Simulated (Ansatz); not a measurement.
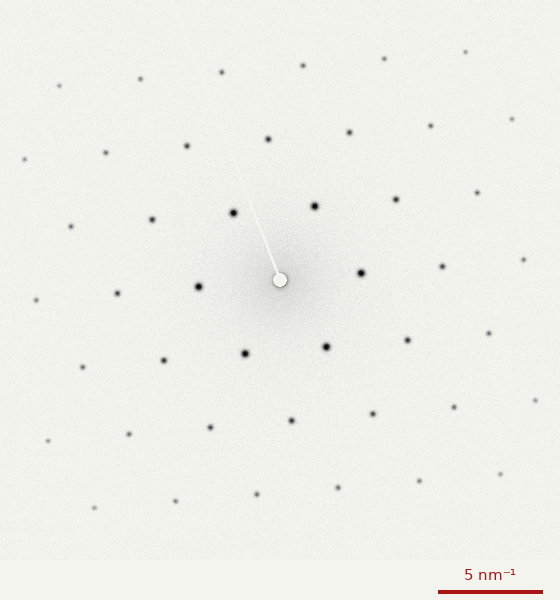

Simulated selected-area electron diffraction pattern (100 kV, kinematic approximation, thin crystal, B = 0.8 Å² for all atoms).

Phase: CsRbBr2, space group R-3m (No. 166), a = 5.09 Å, c = 25.00 Å (hexagonal axes). Structure: the end point of a relaxation with DFT PBE, scalar-relativistic, plane waves, PAW (Ansatz 0.2.0); the starting structure was generated, so it need not be a known form of this composition.

```
Cs Rb Br
1.0
     5.08875    0.00000    0.00000
    -2.54438    4.40699    0.00000
     0.00000    0.00000   25.00254
Cs Rb Br
3 3 6
Cartesian
  2.5444 1.4690 20.8355
  0.0000 2.9380 4.1671
  0.0000 0.0000 12.5013
  0.0000 0.0000 0.0000
  2.5444 1.4690 8.3342
  0.0000 2.9380 16.6684
  0.0000 0.0000 18.6408
  0.0000 2.9380 23.0301
  2.5444 1.4690 1.9725
  0.0000 0.0000 6.3617
  0.0000 2.9380 10.3067
  2.5444 1.4690 14.6959
```

### Determine the zone axis from the geometry of the pattern.

The spots form a hexagonal net with both shortest vectors at d = 2.54 Å, 60.0° apart. They index as 2 -1 0 and 1 1 0, so the zone axis is [001]. The zone [121] gives nearly the same net, so geometry alone does not settle it; this pattern was computed for [001].

### List the strongest reflections.

Strongest reflections with d > 0.80 Å, one of each family (|F|² from tabulated Gaussian fits of the electron scattering factors, times a small damping for the curvature of the Ewald sphere):

```json
{"hkl": "2 -1 0", "d (Å)": "2.544", "I (strongest = 100)": "100"}
{"hkl": "3 0 0", "d (Å)": "1.469", "I (strongest = 100)": "30"}
{"hkl": "4 -2 0", "d (Å)": "1.272", "I (strongest = 100)": "20"}
{"hkl": "5 -1 0", "d (Å)": "0.962", "I (strongest = 100)": "8"}
{"hkl": "6 -3 0", "d (Å)": "0.848", "I (strongest = 100)": "5"}
```
